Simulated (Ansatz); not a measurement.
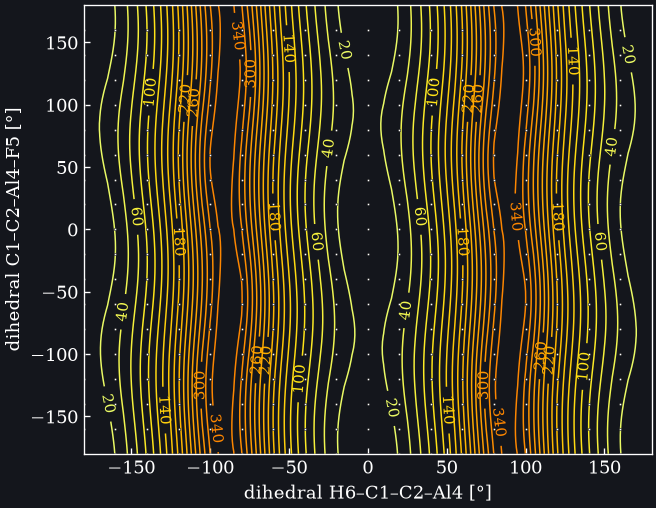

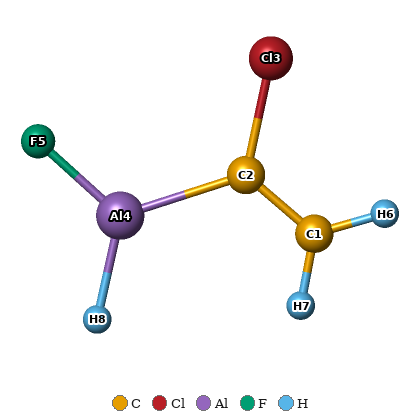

Energy landscape of C₂H₃AlClF, SMILES C=[C](Cl)[AlH][F]. The first coordinate is: dihedral H6–C1–C2–Al4; the second: dihedral C1–C2–Al4–F5. Nothing is relaxed (all other coordinates rigid). The scan uses an 18 × 18 grid; 228 points were computed and 96 follow by symmetry. All energies are given in kJ/mol relative to the lowest grid point. The dihedral twists a double bond; near 90° a spin-restricted reference is unreliable. Level of theory: Ansatz 0.2.0, RHF/def2-TZVP.

In the figure: contour lines labelled in kJ/mol, dots at the grid points. Between grid points the surface is interpolated. The second picture is the structure at the lowest point.

Question: What does the map say about the system?

Answer: The lowest grid point is at dihedral H6–C1–C2–Al4 = −180°, dihedral C1–C2–Al4–F5 = −180°; the map holds 2 wells of about this depth. There are further wells near dihedral H6–C1–C2–Al4 = 0°, dihedral C1–C2–Al4–F5 = −180° (1.4 kJ/mol above the lowest at that grid point); dihedral H6–C1–C2–Al4 = 0°, dihedral C1–C2–Al4–F5 = 0° (1.7 kJ/mol above the lowest at that grid point). The highest grid point, dihedral H6–C1–C2–Al4 = 80°, dihedral C1–C2–Al4–F5 = 60°, lies 342 kJ/mol above the lowest. On the interpolated surface the easiest way out of the lowest well to the well at dihedral H6–C1–C2–Al4 = −180°, dihedral C1–C2–Al4–F5 = 0° passes a barrier of about 15 kJ/mol. Round the minimum the valley is somewhat tilted: raising dihedral H6–C1–C2–Al4 shifts the best value of dihedral C1–C2–Al4–F5 downwards (coupling k₁₂/√(k₁₁k₂₂) about 0.2).

Grid values (kJ/mol):

| dihedral C1–C2–Al4–F5 ↓, dihedral H6–C1–C2–Al4 → | −180 | −140 | −100 | −60 | −20 | 20 | 60 | 100 | 140 |
| --- | --- | --- | --- | --- | --- | --- | --- | --- | --- |
| 140 | 6 | 82 | 314 | 196 | 31 | 25 | 181 | 335 | 93 |
| 100 | 14 | 93 | 326 | 196 | 36 | 35 | 193 | 330 | 95 |
| 60 | 11 | 99 | 340 | 183 | 29 | 36 | 202 | 315 | 85 |
| 20 | 2 | 89 | 329 | 179 | 22 | 27 | 192 | 313 | 79 |
| −20 | 2 | 79 | 313 | 192 | 27 | 22 | 179 | 329 | 89 |
| −60 | 11 | 85 | 315 | 202 | 36 | 29 | 183 | 340 | 99 |
| −100 | 14 | 95 | 330 | 193 | 35 | 36 | 196 | 326 | 93 |
| −140 | 6 | 93 | 335 | 181 | 25 | 31 | 196 | 314 | 82 |
| −180 | 0 | 82 | 320 | 184 | 22 | 22 | 184 | 320 | 82 |

The table holds every second grid line.

The input of one point:

```yaml
crystal:
  periodic: [false, false, false]
  atoms:
    - { symbol: C, position_ang: [-1.238963, -0.067643, 0.650243] }
    - { symbol: C, position_ang: [-0.07847, 0.479157, 0.337854] }
    - { symbol: Cl, position_ang: [0.335994, 2.029833, 1.049027] }
    - { symbol: Al, position_ang: [1.15783, -0.397624, -0.880463] }
    - { symbol: F, position_ang: [2.575709, 0.308117, -1.239281] }
    - { symbol: H, position_ang: [-1.946358, 0.388867, 1.319938] }
    - { symbol: H, position_ang: [-1.514132, -1.017923, 0.226368] }
    - { symbol: H, position_ang: [0.800072, -1.779428, -1.520137] }
basis:
  gaussian: { orbitals: def2-TZVP }
hamiltonian:
  xc: hf
output:
  forces: true
```

The whole map (228 points run) took 10 min on 1 thread of AMD EPYC 9R45 96-Core Processor (Zen 5) (shared host).
